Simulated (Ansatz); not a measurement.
Consider CH6N2Si (SMILES N=C[SiH2]N).

The calculation's input:

```
crystal:
  periodic: [false, false, false]
  atoms:
    - { symbol: "N", position_ang: [-0.1492, 0.3663, -1.7342] }
    - { symbol: C, position_ang: [-0.8827, -0.1473, -0.7983] }
    - { symbol: Si, position_ang: [-0.1774, -0.3278, 0.9149] }
    - { symbol: "N", position_ang: [1.5134, 0.3267, 0.9863] }
    - { symbol: H, position_ang: [-0.7477, 0.4204, -2.631] }
    - { symbol: H, position_ang: [-1.9, -0.5098, -0.9602] }
    - { symbol: H, position_ang: [-0.0152, -1.7525, 1.3195] }
    - { symbol: H, position_ang: [-0.9081, 0.424, 1.9253] }
    - { symbol: H, position_ang: [1.9744, -0.1312, 0.2963] }
    - { symbol: H, position_ang: [1.3756, 1.2799, 0.6845] }
basis:
  gaussian: { orbitals: def2-SVPD }
hamiltonian:
  xc: pbe
relax:
  f_tol: 0.015
  max_steps: 40
output:
  orbitals: {}
```

Launched as:

```sh
ansatz run input.yaml --threads 2 --pin off --max-ram 3072MiB --backend cpu --events-out ev --progress --plain --runs-dir out
```

The fields are those of the run's last geometry, not of the input's.

Level of theory: RKS PBE/def2-SVPD (Ansatz 0.2.0).

> What will maps of the electron density and electron localisation function show?

C–N (1.29 Å): ρ at the midpoint is about 2.7 e/Å³; the ELF peaks at about 0.90 between the atoms, as expected for a covalent bond.
Si–N (1.75 Å): ρ is about 1 e/Å³ halfway; the ELF peaks at about 0.90 between the atoms: a shared but strongly polarised pair.
C–Si (1.92 Å): the density is about 0.92 e/Å³ at the midpoint; the ELF peaks at about 1 between the atoms, as expected for a shared electron pair.
N–H (1.03 Å): ρ is about 2.7 e/Å³ halfway; the ELF climbs to about 1 towards the hydrogen, as it does in any bond to H (a covalent bond by its length).

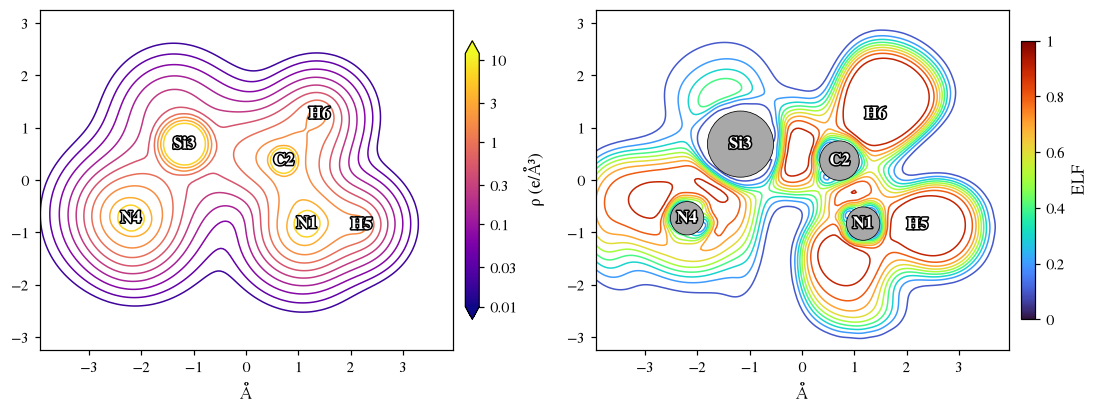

Computed electron density and electron localisation function on the plane of atoms N1, C2 and H6, in this order. Grey discs cover the atomic cores in the ELF map. 
